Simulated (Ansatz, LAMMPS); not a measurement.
# Structural relaxation of amorphous 46SiO2-54Al2O3 (mol %) (114 atoms)

Aim: bring amorphous 46SiO2-54Al2O3 (mol %) (114 atoms) to a nearby minimum of the energy and see what moves.

Method: Kohn-Sham DFT, PBE, PAW (set soft_2), plane waves, in Ansatz 0.2.0.

**1. Starting point**

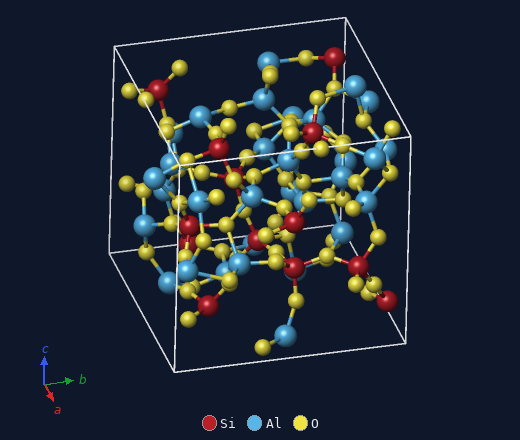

The starting structure, seen slightly off an axis (silicon red, aluminium blue, oxygen yellow). Bonds to atoms that aren't drawn are left out. Some periodic images of atoms are drawn too.

The cell holds 114 atoms: 13 Si, 30 Al and 71 O. Cell: a = 11.246 Å, b = 11.246 Å, c = 11.246 Å, α = 90.0°, β = 90.0°, γ = 90.0°. 114 atoms (13 Si, 30 Al, 71 O) placed at random at 2.7 g/cm³, melted at 5000 K for 10 ps at fixed volume with the Morse and Coulomb pair potential with partial charges (Pedone, Malavasi, Menziani, Cormack and Segre, J. Phys. Chem. B 110, 11780 (2006)). Quenched from 5000 K to 300 K at 50 K/ps and fixed volume, held 5 ps, then minimised at fixed cell.

Limits known from the start: The quench rate of 50 K/ps is many orders above laboratory rates, so the cell is likely richer in defects and strain than a real sample. The network of bonds at the start is that of the classical potential that made the cell. Only the Γ point is sampled in the main run, in a cell whose shortest periodic width is 11 Å.

**2. The classical run that made the cell**

A classical potential makes the cell, at a small fraction of what the same run would cost in DFT.

This step: classical MD, Morse and Coulomb pair potential with partial charges (Pedone, Malavasi, Menziani, Cormack and Segre, J. Phys. Chem. B 110, 11780 (2006)) (LAMMPS 22 Jul 2025 - Update 4).

in.lmp

```
# melt-quench of Si13Al30O71
units metal
atom_style charge
boundary p p p
region box block 0 11.2458 0 11.2458 0 11.2458
create_box 3 box
mass 1 28.0850   # Si
mass 2 26.9815   # Al
mass 3 15.9990   # O
create_atoms 1 random 13 41489 NULL overlap 1.5 maxtry 2000
create_atoms 2 random 30 41496 NULL overlap 1.5 maxtry 2000
create_atoms 3 random 71 41503 NULL overlap 1.5 maxtry 2000
pair_style hybrid/overlay pedone 5.5 coul/long 8.0
pair_coeff * * coul/long
pair_coeff 1 3 pedone 0.340554 2.006700 2.100000 1   # Si-O
pair_coeff 2 3 pedone 0.361581 1.900442 2.164818 0.9   # Al-O
pair_coeff 3 3 pedone 0.042395 1.379316 3.618701 22   # O-O
set type 1 charge 2.4
set type 2 charge 1.8
set type 3 charge -1.2
kspace_style pppm 1.0e-4
neigh_modify delay 0 every 1 check yes
thermo_style custom step time temp pe press density
thermo_modify norm yes
timestep 0.002
thermo 100
min_style cg
minimize 1e-4 1e-4 200 2000
reset_timestep 0
velocity all create 5000 41490 mom yes dist gaussian
fix lim all nve/limit 0.05
fix lan all langevin 5000 5000 0.2 41491 zero yes
thermo 500
run 1000 post no
# [... 10 lines left out ...]
thermo 1250
fix md all nvt temp 300 300 0.2
run 2500 post no
unfix md
thermo 100
min_style cg
minimize 0 1e-3 2000 20000
write_dump all custom glass.dump id type xs ys zs modify sort id
```

Started as:

```console
$ lmp -in in.lmp -log none -nocite
```

Numbers of over 12 decimals in the logs are rounded to 6 here.

The log of the run:

```text
LAMMPS (22 Jul 2025 - Update 4)
Created orthogonal box = (0 0 0) to (11.2458 11.2458 11.2458)
Created 13 atoms
Created 30 atoms
Created 71 atoms
PPPM initialization ...
  G vector (1/distance) = 0.3793715
  grid = 12 12 12
  estimated relative force accuracy = 6.7659512e-05
   Step          Time           Temp          PotEng         Press         Density
         0   0              0             -3.2326508      550190.65      2.6976153
        72   0.144          0             -14.808546     -27684.467      2.6976153
Loop time of 0.049488 s on 1 MPI rank(s) for 72 steps with 114 atoms
Minimization stats:
  Stopping criterion = energy tolerance
[... 36 lines left out ...]
     55000   110            312.0459      -14.929832     -51434.127      2.6976153
     55500   111            330.38694     -14.923091     -51458.395      2.6976153
Loop time of 0.978269 s on 1 MPI rank(s) for 2500 steps with 114 atoms
   Step          Time           Temp          PotEng         Press         Density
     55500   111            330.38694     -14.923091     -51458.395      2.6976153
     55516   111.032        330.38694     -14.966574     -50617.813      2.6976153
Loop time of 0.0309103 s on 1 MPI rank(s) for 16 steps with 114 atoms
Minimization stats:
  Stopping criterion = linesearch alpha is zero
  Energy initial, next-to-last, final =
     -14.9230908371595  -14.9665744506635  -14.9665744506635
  Force two-norm initial, final = 15.028536 0.50293629
  Iterations, force evaluations = 16 63
```

Elapsed: 24 s, on 1 thread of Arm Neoverse V2, shared host; peak memory 0.073 GiB.

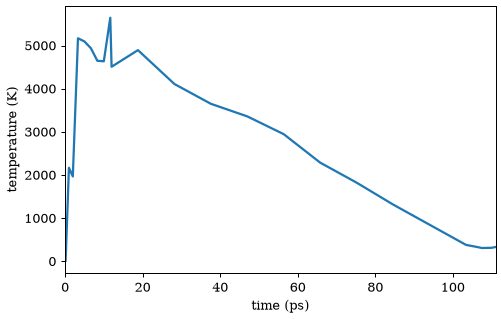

Temperature, plotted against time.

**3. Single point at the start**

The forces at the start show how far the geometry lies from a minimum of this functional.

input.yaml

```yaml
crystal:
  lattice:
    - [11.2458, 0.0, 0.0]
    - [0.0, 11.2458, 0.0]
    - [0.0, 0.0, 11.2458]
  atoms:
    - { symbol: Si, position: [0.76293, 0.57873, 0.28838] }
    - { symbol: Si, position: [0.63271, 0.1603, 0.47264] }
    - { symbol: Si, position: [0.07233, 0.17415, 0.80584] }
    - { symbol: Si, position: [0.79183, 0.97829, 0.08698] }
    - { symbol: Si, position: [0.48822, 0.5004, 0.27459] }
    - { symbol: Si, position: [0.67708, 0.66965, 0.8781] }
    - { symbol: Si, position: [0.1398, 0.91524, 0.89719] }
    - { symbol: Si, position: [0.93045, 0.52493, 0.61128] }
    - { symbol: Si, position: [0.40078, 0.41737, 0.53278] }
    - { symbol: Si, position: [0.07942, 0.32408, 0.04512] }
    - { symbol: Si, position: [0.86826, 0.82659, 0.31939] }
    - { symbol: Si, position: [0.66485, 0.26902, 0.85059] }
    - { symbol: Si, position: [0.69692, 0.23071, 0.11413] }
    - { symbol: Al, position: [0.30021, 0.78598, 0.70758] }
    - { symbol: Al, position: [0.68184, 0.41307, 0.6098] }
    - { symbol: Al, position: [0.50084, 0.8548, 0.5374] }
    - { symbol: Al, position: [0.14959, 0.97177, 0.39563] }
    - { symbol: Al, position: [0.28962, 0.92435, 0.13628] }
    - { symbol: Al, position: [0.18858, 0.6056, 0.52794] }
    - { symbol: Al, position: [0.81529, 0.14298, 0.69922] }
    - { symbol: Al, position: [0.79585, 0.8743, 0.58429] }
    - { symbol: Al, position: [0.31437, 0.56113, 0.84689] }
    - { symbol: Al, position: [0.39062, 0.72814, 0.37394] }
    - { symbol: Al, position: [0.42368, 0.13879, 0.08141] }
    - { symbol: Al, position: [0.86166, 0.51977, 0.02465] }
    - { symbol: Al, position: [0.39842, 0.03376, 0.35796] }
    - { symbol: Al, position: [0.8763, 0.88232, 0.83944] }
    - { symbol: Al, position: [0.44433, 0.67771, 0.08] }
    - { symbol: Al, position: [0.64554, 0.9978, 0.73429] }
    - { symbol: Al, position: [0.01659, 0.25442, 0.55517] }
    - { symbol: Al, position: [0.53102, 0.89185, 0.98841] }
    - { symbol: Al, position: [0.04311, 0.77096, 0.57412] }
    - { symbol: Al, position: [0.7904, 0.33271, 0.35683] }
    - { symbol: Al, position: [0.37784, 0.26989, 0.83928] }
    - { symbol: Al, position: [0.5057, 0.61825, 0.65415] }
    - { symbol: Al, position: [0.1454, 0.74339, 0.28032] }
    - { symbol: Al, position: [0.13347, 0.58769, 0.03742] }
    - { symbol: Al, position: [0.38971, 0.99222, 0.8187] }
    - { symbol: Al, position: [0.06043, 0.21522, 0.3093] }
    - { symbol: Al, position: [0.34406, 0.41113, 0.04525] }
    - { symbol: Al, position: [0.24892, 0.18646, 0.54934] }
    - { symbol: Al, position: [0.02862, 0.66245, 0.84462] }
    - { symbol: Al, position: [0.88411, 0.07857, 0.41173] }
    - { symbol: O, position: [0.77235, 0.77323, 0.85778] }
    - { symbol: O, position: [0.65724, 0.9359, 0.05642] }
    - { symbol: O, position: [0.4164, 0.01969, 0.97879] }
    - { symbol: O, position: [0.00187, 0.77817, 0.31733] }
    - { symbol: O, position: [0.1055, 0.03941, 0.84026] }
    - { symbol: O, position: [0.68641, 0.1258, 0.82528] }
    - { symbol: O, position: [0.87393, 0.95609, 0.97315] }
    - { symbol: O, position: [0.73657, 0.11343, 0.38985] }
    - { symbol: O, position: [0.03178, 0.06049, 0.34569] }
    - { symbol: O, position: [0.7804, 0.715, 0.33741] }
    - { symbol: O, position: [0.17283, 0.66721, 0.15529] }
    - { symbol: O, position: [0.67484, 0.30558, 0.48328] }
    - { symbol: O, position: [0.47034, 0.69612, 0.51778] }
    - { symbol: O, position: [0.43711, 0.42869, 0.16708] }
    - { symbol: O, position: [0.39187, 0.88809, 0.63728] }
    - { symbol: O, position: [0.64101, 0.87425, 0.59047] }
    - { symbol: O, position: [0.36318, 0.28654, 0.55866] }
    - { symbol: O, position: [0.7874, 0.11827, 0.11706] }
    - { symbol: O, position: [0.44007, 0.87935, 0.39134] }
    - { symbol: O, position: [0.56941, 0.71856, 0.97672] }
    - { symbol: O, position: [0.3184, 0.41205, 0.82791] }
    - { symbol: O, position: [0.10446, 0.25547, 0.92029] }
    - { symbol: O, position: [0.53897, 0.92975, 0.82228] }
    - { symbol: O, position: [0.26998, 0.06259, 0.44781] }
    - { symbol: O, position: [0.90506, 0.14029, 0.56048] }
    - { symbol: O, position: [0.35558, 0.25962, 0.00679] }
    - { symbol: O, position: [0.38026, 0.65618, 0.74452] }
    - { symbol: O, position: [0.9722, 0.39007, 0.59122] }
    - { symbol: O, position: [0.43695, 0.44975, 0.39637] }
    - { symbol: O, position: [0.21628, 0.8857, 0.27709] }
    - { symbol: O, position: [0.17646, 0.92037, 0.03153] }
    - { symbol: O, position: [0.4323, 0.64303, 0.24768] }
    - { symbol: O, position: [0.62217, 0.54086, 0.28616] }
    - { symbol: O, position: [0.35681, 0.13145, 0.77442] }
    - { symbol: O, position: [0.24055, 0.68636, 0.4013] }
    [... 30 atom lines left out ...]
    - { symbol: O, position: [0.18055, 0.72152, 0.6397] }
    - { symbol: O, position: [0.84971, 0.91443, 0.43913] }
    - { symbol: O, position: [0.1342, 0.25049, 0.44722] }
    - { symbol: O, position: [0.09978, 0.89444, 0.51269] }
    - { symbol: O, position: [0.83791, 0.90456, 0.20477] }
    - { symbol: O, position: [0.61093, 0.64403, 0.7556] }
kpoints:
  mp_grid: { grid: [1, 1, 1] }
hamiltonian:
  xc: pbe
scf:
  occupations: { method: fermi_dirac, width: 0.025 }
output:
  forces: true
```

Started as:

```console
$ ansatz run input.yaml --threads 4 --pin off --max-ram 8192MiB --backend cpu --events-out ev --progress --plain --runs-dir out
```

The log of the run:

```text
Engine: ansatz 0.2.0, aarch64-unknown-linux-gnu
Pseudopotentials: kind: paw
Pseudopotential: Si, paw, valence charge 4, recommended cutoff 420 eV (normal), Si.paw.azcp
Pseudopotential: Al, paw, valence charge 3, recommended cutoff 420 eV (normal), Al.paw.azcp
Pseudopotential: O, paw, valence charge 6, recommended cutoff 420 eV (normal), O.paw.azcp
[... 5 lines on functional and potentials left out ...]
Crystal: 114 atoms, lattice volume = 1422.234 Å³
Basis set: ecut = 420 eV, 27825 PW (Γ), exchange–correlation on 160×160×160 points (8 copies of the dense FFT grid, shifted against one another)
Bands: 398, of which v1, the nominal top of the filled ones, is band 284 counted from 1 (283 counted from 0)
Symmetry: 1 space group operations
Space group: P1 (ITA 1), of the structure as read, at distance tolerance 1.1e-4 Å
k-points: 1
[... 7 lines on functional and potentials left out ...]
Initial density: superposition of atomic densities (neutral atoms: chi_scale 0, normalization atom), corrected by the library's trained network
Initial wavefunctions: pseudopotential atomic-orbital guess
Functional: x = pbe(κ = 0.804, μ = 0.219515), c = pbe(β = 0.066725)
SCF iter   1: F=—  HF=-64815.851250 eV  |F-HF|=—  |Δ(HF+E_count)|=         —  Δρ=2.36e-3  dr2=1.79e-1  ethr=1.77e-3  ⟨swp⟩=6.0  Hψ=1783  notcnv=0  defer=54
preconditioner: auto → Resta (q_TF=auto, 2.341 Å⁻¹)  ε∞=3.2  [insulator: Δε(μ)=3.540 eV  Ē_g=15.763 eV  σ=0.025 eV  W_gap=1.00  n_scr=304 (ndim 8)  ℏωp=23.5 eV  f_vac=0.111  D(μ)=0.00/eV (n_scr^D=0)  ε∞_Penn≈3.2]
SCF iter   2: F=—  HF=-64815.826792 eV  |F-HF|=—  |Δ(HF+E_count)|=   2.45e-2  Δρ=1.36e-3  dr2=4.72e-2  ethr=3.16e-5  ⟨swp⟩=3.0  Hψ=712  notcnv=0  defer=108
SCF iter   3: F=—  HF=-64815.822562 eV  |F-HF|=—  |Δ(HF+E_count)|=   4.23e-3  Δρ=7.30e-4  dr2=1.22e-2  ethr=8.31e-6  ⟨swp⟩=2.0  Hψ=544  notcnv=0  defer=39
automatic band count: iteration 3 solves 329 bands in place of 398: the levels show a gap, and the empty bands left out lie too high to hold charge; the band table lists the bands solved (type scf.n_extra_bands for more)
SCF iter   4: F=—  HF=-64815.820277 eV  |F-HF|=—  |Δ(HF+E_count)|=   2.29e-3  Δρ=2.25e-4  dr2=9.46e-4  ethr=2.14e-6  ⟨swp⟩=2.0  Hψ=490  notcnv=0  defer=39
SCF iter   5: F=—  HF=-64815.820314 eV  |F-HF|=—  |Δ(HF+E_count)|=   3.71e-5  Δρ=1.24e-4  dr2=1.81e-4  ethr=1.66e-7  ⟨swp⟩=2.0  Hψ=553  notcnv=0  defer=39
SCF iter   6: F=—  HF=-64815.820274 eV  |F-HF|=—  |Δ(HF+E_count)|=   4.06e-5  Δρ=5.53e-5  dr2=3.77e-5  ethr=3.19e-8  ⟨swp⟩=2.0  Hψ=574  notcnv=0  defer=39
SCF iter   7: F=—  HF=-64815.817907 eV  |F-HF|=—  |Δ(HF+E_count)|=   2.37e-3  Δρ=1.56e-5  dr2=3.75e-6  ethr=6.63e-9  ⟨swp⟩=2.0  Hψ=612  notcnv=0  defer=39
SCF iter   8: F=—  HF=-64815.817909 eV  |F-HF|=—  |Δ(HF+E_count)|=   2.55e-6  Δρ=9.45e-6  dr2=9.94e-7  ethr=6.61e-10  ⟨swp⟩=2.0  Hψ=574  notcnv=0  defer=39
SCF iter   9: F=-64815.817909 eV  HF=-64815.817909 eV  |F-HF|=1.27e-8  |Δ(HF+E_count)|=   6.89e-8  Δρ=2.71e-6  dr2=9.15e-8  ethr=1.76e-11  ⟨swp⟩=3.0  Hψ=1267  notcnv=0
SCF 1 converged in 9 iterations: F = -64815.817909 eV  dr2 = 9.15e-8
  greatest PAW one-centre occupation: 0.866 electrons in one spin orbital (limit 2), on the O atom at site 104 (counted from 0), in its partial waves of l = 0
SCF converged after 9 iterations
Free energy (F): -64815.817909 eV
Harris-Foulkes:  -64815.817909 eV  (|F-HF|=1.27e-8)
Internal energy: -64815.817909 eV  (E = F + TS)
E sigma→0 (E₀):  -64815.817909 eV
Fermi energy:    5.671249 eV
--- Per-component energies (eV) ---
  E_band       = -1905.024963
  E_kinetic    = 14029.907210
  E_local      = -35685.325770  (includes V_loc(G=0)·N_el)
  E_nonlocal   = 4021.658214
  E_hartree    = 13369.861197
  E_xc         = -7220.263948
  E_vxc        = -8255.360622  (∫ρ·V_xc dr)
  E_paw        = -31979.807321  (= ΣΔE_a)
  E_vpaw       = -2755.797842  (= ΣTr[D̂ρ^β])
  E_aug_tail   = 0.181266  (compensation charges beyond the density's cutoff)
  E_ewald      = -21352.028758
  E_smearing   = -0.000000  (= −TS)
  E_closure    = 0.000000  (closes the sum)
  Σ components = -64815.817909   (vs F -64815.817909, Δ=0.00e0)
--- Forces (eV/Å), atoms counted from 1 ---
  atom   1  Si     0.22859900    -0.01025811    -0.79036993
  atom   2  Si     1.58569636    -0.05287728     0.58243951
  atom   3  Si    -0.65650288     0.11135485    -0.21595362
  atom   4  Si    -1.43549447    -0.31003717    -0.46465627
  atom   5  Si    -0.07755169     1.00810166     0.07328082
  atom   6  Si    -0.04091777     0.12557386     1.01794254
  atom   7  Si     0.56553372     0.08226519    -0.10233463
  atom   8  Si     1.02433456    -0.26686094     0.15743192
  atom   9  Si    -0.04421144     1.25694605    -0.87958875
  atom  10  Si    -0.56452298     0.92738004     0.04287524
  atom  11  Si     0.06344413    -0.36381048    -0.27336076
  atom  12  Si    -1.04188903    -1.22707663    -0.40010508
  atom  13  Si    -1.09007980    -1.33007227    -0.75390174
  atom  14  Al     0.53982551     0.22947879    -0.54741226
[...]
atom 113  O      0.11807755     0.52651855    -0.19000245
  atom 114  O      0.26314798    -0.29327784    -0.69291148
  max |Σ_I F_I| component: 2.05e-4 eV/Å
```

Wall time 12 s (4 threads of Arm Neoverse V2, shared host); peak memory 1.8 GiB.

Read from the output:

| Quantity | Value |
| --- | --- |
| free energy | -64815.8179 eV |
| free energy per atom | -568.5598 eV/atom |
| SCF cycles | 9 |
| r.m.s. force component | 0.5437 eV/Å |
| longest force | 1.909 eV/Å |
| Fermi energy | 5.671 eV |

The r.m.s. force component of 0.54 eV/Å sets the starting point.

Neighbours are counted within 2.27 Å (O-Al), 2.12 Å (O-Si).

Length of the force by element and coordination:

```
element  coordination  atoms  mean length of the force (eV/Å)  spread   least   most
     Al           all     30                            0.704   0.241   0.186   1.29
     Al             4     26                            0.690   0.200   0.244  0.992
     Al             5      3                            0.633   0.335   0.186  0.992
     Al             6      1                             1.29       0    1.29   1.29
      O           all     71                            0.868   0.395  0.0897   1.91
      O             2     37                            0.994   0.424   0.289   1.91
      O             3     33                            0.746   0.297  0.0897   1.56
      O             4      1                            0.213       0   0.213  0.213
     Si           all     13                             1.16   0.442   0.460   1.88
```

(Part 1 of 4 ends here.)

[Logs are printed without paths, hosts, clocks, repeated set-up lines and the standing remarks that a program may print on its own settings, such as how far it seeks lower states.]

[Hosts, paths, dates, database ids (printed as entryN), source tags and the programs' standing remarks are cut or masked in the printed files.]
